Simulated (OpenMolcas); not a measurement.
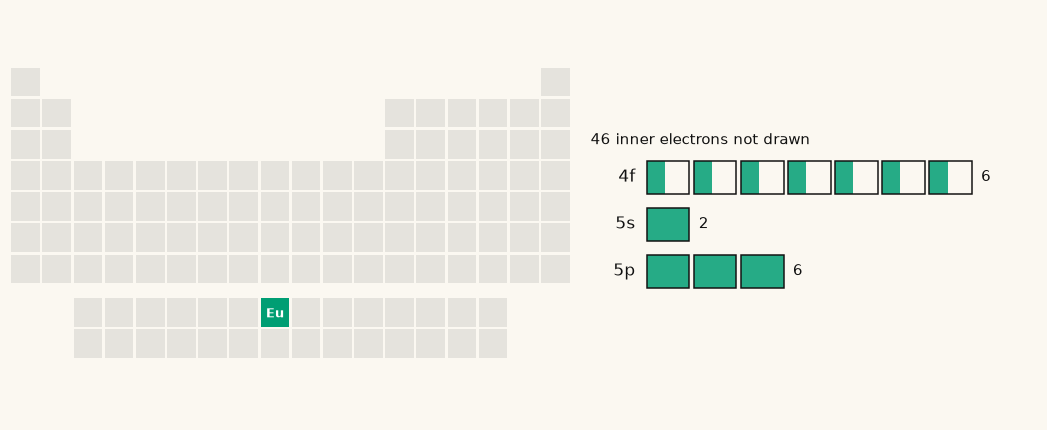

**Figure 1.** Left, the place of europium in the periodic table; right, the outer shells of the leading configuration of the lowest level: a box for each of the 2l + 1 orbitals, shaded by the share of the shell that is filled, with the electron count at the right.

## Eu³⁺ complex: multiconfigurational calculation (part 1 of 2)

Eu³⁺ with 6 ligands (Cl; octahedron, 2.676 Å), embedded in Cs2NaYCl6 by model potentials and point charges, whose field is part of the energies. Computed at this level: state-averaged CASSCF, active space 6 electrons in the shell 4f, basis ANO-RCC-VDZP on the metal and ANO-RCC-VDZP on the ligands, DKH2 scalar Hamiltonian, spin-orbit coupling by RASSI with atomic mean-field integrals (OpenMolcas).

### Log (extracts)
```
--- SEWARD ---
Basis set label: EU.ANO-RCC...7S6P4D2F1G.

      Electronic valence basis set:
      ------------------
      Associated Effective Charge  63.000000 au
      Associated Actual Charge     63.000000 au
      Nuclear Model: Point charge

      Shell  nPrim  nBasis  Cartesian Spherical Contaminant
         s      25       7        X
         p      22       6        X
         d      15       4                 X
         f      11       2                 X
         g       4       1                 X
                  Relativistic Douglas-Kroll-Hess integrals:
                    - DKH order of Hamiltonian: 2
                    - DKH order of Properties : 0
                  Atomic mean-field integrals
--- RASSCF ---
Wave function specifications:
      -----------------------------

      Number of closed shell electrons         162
      Number of electrons in active shells       6
      Max number of holes in RAS1 space          0
      Max nr of electrons in RAS3 space          0
      Number of inactive orbitals               81
      Number of active orbitals                  7
      Number of secondary orbitals             112
      Spin quantum number                      3.0
      State symmetry                             1
Orbital specifications:
      -----------------------

      Symmetry species                           1   2
                                                ag  au
      Frozen orbitals                            0   0
      Inactive orbitals                         42  39
      Active orbitals                            0   7
      RAS1 orbitals                              0   0
      RAS2 orbitals                              0   7
      RAS3 orbitals                              0   0
      Secondary orbitals                        60  52
      Deleted orbitals                           0   0
      Number of basis functions                102  98
      Number of CSFs                             7
      Number of root(s) required                 7
      Iter CI   SX   CI       RASSCF       Energy    max ROT     max BLB   max BLB  Level Ln srch  Step   QN
          iter iter root      energy       change     param      element    value   shift minimum  type update
 Nr of preliminary CI iterations:   1
      Total energies have been shifted. Add               -13000.00 au
        1   1    9    0  -601.08705106    0.00E+00  -5.60E-02   12  56 2  2.52E-01*  1.20   0.00    SX    NO
        2   1   10    0  -601.51642445   -4.29E-01*  5.40E-02   42  45 1  1.60E-01*  0.76   0.00    SX    NO
        3   1    9    0  -601.62979974   -1.13E-01* -3.17E-02   42  45 1  9.18E-02*  0.73   0.00    SX    NO
        4   1   10    0  -601.65437923   -2.46E-02*  1.74E-02   42  45 1  4.84E-02*  0.66   0.00    SX    NO
        5   1    9    0  -601.66142768   -7.05E-03*  1.50E-02   42  45 1  2.71E-02*  0.66   1.93    LS   YES
        6   1    9    0  -601.66356616   -2.14E-03* -7.04E-03   10  58 1  1.65E-02*  0.66   1.08    QN   YES
        7   1    9    0  -601.66442642   -8.60E-04* -1.03E-03   12  56 2 -5.16E-03*  0.64   0.87    QN   YES
        8   1    8    0  -601.66455565   -1.29E-04* -3.75E-04   12  56 2 -9.97E-04*  0.64   1.28    QN   YES
        9   1    7    0  -601.66456906   -1.34E-05*  1.16E-04   18  64 1 -2.26E-04*  0.64   1.16    QN   YES
       10   1    6    0  -601.66457000   -9.43E-07*  4.94E-05   12  56 2  1.11E-04*  0.64   1.30    QN   YES
       11   1    6    0  -601.66457013   -1.29E-07* -1.85E-05   20  57 1 -3.31E-05   0.64   1.21    QN   YES
       12   1    5    0  -601.66457014   -1.37E-08*  7.95E-06   20  57 1 -1.18E-05   0.64   1.34    QN   YES
       13   1    4    0  -601.66457014   -2.16E-09  -1.87E-06   12  56 2 -4.80E-06   0.64   1.28    QN   YES
      Convergence after 13 iterations
       14   1    4    0  -601.66457015   -2.73E-10  -1.87E-06   42  88 1  2.01E-06   0.64   1.28    QN   YES
      Natural orbitals and occupation numbers for root  1
      sym 2:   1.000000   1.000000   1.000000  -0.000000   1.000000   1.000000   1.000000
      Natural orbitals and occupation numbers for root  2
      sym 2:   0.000000   1.000000   1.000000   1.000000   1.000000   1.000000   1.000000
      Natural orbitals and occupation numbers for root  3
      sym 2:   1.000000   1.000000   0.000000   1.000000   1.000000   1.000000   1.000000
::    RASSCF root number  1 Total energy: -13601.66541417
::    RASSCF root number  2 Total energy: -13601.66541417
::    RASSCF root number  3 Total energy: -13601.66541417
::    RASSCF root number  4 Total energy: -13601.66422638
::    RASSCF root number  5 Total energy: -13601.66384071
::    RASSCF root number  6 Total energy: -13601.66384071
::    RASSCF root number  7 Total energy: -13601.66384071
--- RASSCF ---
Wave function specifications:
      -----------------------------

      Number of closed shell electrons         162
      Number of electrons in active shells       6
      Max number of holes in RAS1 space          0
      Max nr of electrons in RAS3 space          0
      Number of inactive orbitals               81
      Number of active orbitals                  7
      Number of secondary orbitals             112
      Spin quantum number                      2.0
      State symmetry                             1
Orbital specifications:
      -----------------------

      Symmetry species                           1   2
                                                ag  au
      Frozen orbitals                            0   0
      Inactive orbitals                         42  39
      Active orbitals                            0   7
      RAS1 orbitals                              0   0
      RAS2 orbitals                              0   7
      RAS3 orbitals                              0   0
      Secondary orbitals                        60  52
      Deleted orbitals                           0   0
      Number of basis functions                102  98
      Number of CSFs                           140
      Number of root(s) required               140
      Iter CI   SX   CI       RASSCF       Energy    max ROT     max BLB   max BLB  Level Ln srch  Step   QN
          iter iter root      energy       change     param      element    value   shift minimum  type update
 Nr of preliminary CI iterations:   1
        1   1    0    0-13601.44268994    0.00E+00   0.00E+00   45  52 2 -1.84E-02*  0.00   0.00    SX    NO
      Natural orbitals and occupation numbers for root  1
      sym 2:   0.899380   0.753485   0.820911   0.892156   0.790107   0.911629   0.932332
      Natural orbitals and occupation numbers for root  2
      sym 2:   0.821191   0.888484   0.933579   0.754080   0.790129   0.898268   0.914269
      Natural orbitals and occupation numbers for root  3
      sym 2:   0.767333   0.869796   0.766902   0.913245   0.921222   0.840024   0.921477
::    RASSCF root number  1 Total energy: -13601.55488222
::    RASSCF root number  2 Total energy: -13601.55488222
::    RASSCF root number  3 Total energy: -13601.55488222
::    RASSCF root number  4 Total energy: -13601.55448641
::    RASSCF root number  5 Total energy: -13601.55448641
::    RASSCF root number  6 Total energy: -13601.53968145
::    RASSCF root number  7 Total energy: -13601.53968145
::    RASSCF root number  8 Total energy: -13601.53968145
::    RASSCF root number  9 Total energy: -13601.53961642
::    RASSCF root number 10 Total energy: -13601.53961642
::    RASSCF root number 11 Total energy: -13601.53944429
::    RASSCF root number 12 Total energy: -13601.53944429
::    RASSCF root number 13 Total energy: -13601.53944429
::    RASSCF root number 14 Total energy: -13601.53869995
::    RASSCF root number 15 Total energy: -13601.53869995
::    RASSCF root number 16 Total energy: -13601.53869995
::    RASSCF root number 17 Total energy: -13601.53816632
::    RASSCF root number 18 Total energy: -13601.53816632
::    RASSCF root number 19 Total energy: -13601.53808060
::    RASSCF root number 20 Total energy: -13601.53808060
::    RASSCF root number 21 Total energy: -13601.53808060
::    RASSCF root number 22 Total energy: -13601.53796358
::    RASSCF root number 23 Total energy: -13601.53334409
::    RASSCF root number 24 Total energy: -13601.53334409
::    RASSCF root number 25 Total energy: -13601.53334409
::    RASSCF root number 26 Total energy: -13601.53333851
::    RASSCF root number 27 Total energy: -13601.53331735
::    RASSCF root number 28 Total energy: -13601.53331735
::    RASSCF root number 29 Total energy: -13601.53253268
::    RASSCF root number 30 Total energy: -13601.53253268
--- RASSCF ---
Wave function specifications:
      -----------------------------

      Number of closed shell electrons         162
      Number of electrons in active shells       6
      Max number of holes in RAS1 space          0
      Max nr of electrons in RAS3 space          0
      Number of inactive orbitals               81
      Number of active orbitals                  7
      Number of secondary orbitals             112
      Spin quantum number                      1.0
      State symmetry                             1
Orbital specifications:
      -----------------------

      Symmetry species                           1   2
                                                ag  au
      Frozen orbitals                            0   0
      Inactive orbitals                         42  39
      Active orbitals                            0   7
      RAS1 orbitals                              0   0
      RAS2 orbitals                              0   7
      RAS3 orbitals                              0   0
      Secondary orbitals                        60  52
      Deleted orbitals                           0   0
      Number of basis functions                102  98
      Number of CSFs                           588
      Number of root(s) required               162
      Iter CI   SX   CI       RASSCF       Energy    max ROT     max BLB   max BLB  Level Ln srch  Step   QN
          iter iter root      energy       change     param      element    value   shift minimum  type update
 Nr of preliminary CI iterations:   1
        1   1    0    0-13601.43520653    0.00E+00   0.00E+00   45  52 2 -1.99E-02*  0.00   0.00    SX    NO
      Natural orbitals and occupation numbers for root  1
      sym 2:   0.823557   0.799462   0.826696   0.821956   0.909052   0.910480   0.908798
      Natural orbitals and occupation numbers for root  2
      sym 2:   0.822884   0.796694   0.822004   0.830186   0.908654   0.908876   0.910703
      Natural orbitals and occupation numbers for root  3
      sym 2:   0.823655   0.828531   0.821807   0.797735   0.910629   0.909002   0.908641
::    RASSCF root number  1 Total energy: -13601.46195850
::    RASSCF root number  2 Total energy: -13601.46195850
::    RASSCF root number  3 Total energy: -13601.46195850
::    RASSCF root number  4 Total energy: -13601.45701880
::    RASSCF root number  5 Total energy: -13601.45695444
::    RASSCF root number  6 Total energy: -13601.45695444
::    RASSCF root number  7 Total energy: -13601.45695444
::    RASSCF root number  8 Total energy: -13601.45695198
::    RASSCF root number  9 Total energy: -13601.45695198
::    RASSCF root number 10 Total energy: -13601.45695198
::    RASSCF root number 11 Total energy: -13601.45682133
::    RASSCF root number 12 Total energy: -13601.45682133
::    RASSCF root number 13 Total energy: -13601.45676683
::    RASSCF root number 14 Total energy: -13601.45676683
::    RASSCF root number 15 Total energy: -13601.45676683
::    RASSCF root number 16 Total energy: -13601.45653559
::    RASSCF root number 17 Total energy: -13601.45653559
::    RASSCF root number 18 Total energy: -13601.45653559
::    RASSCF root number 19 Total energy: -13601.45606697
::    RASSCF root number 20 Total energy: -13601.45606697
::    RASSCF root number 21 Total energy: -13601.45606697
::    RASSCF root number 22 Total energy: -13601.45599706
::    RASSCF root number 23 Total energy: -13601.45599706
::    RASSCF root number 24 Total energy: -13601.45594856
::    RASSCF root number 25 Total energy: -13601.45594856
::    RASSCF root number 26 Total energy: -13601.45594856
::    RASSCF root number 27 Total energy: -13601.45255381
::    RASSCF root number 28 Total energy: -13601.45255381
::    RASSCF root number 29 Total energy: -13601.45255381
::    RASSCF root number 30 Total energy: -13601.45245894
```

(Continued in part 2.) Outcome of the run: converged.
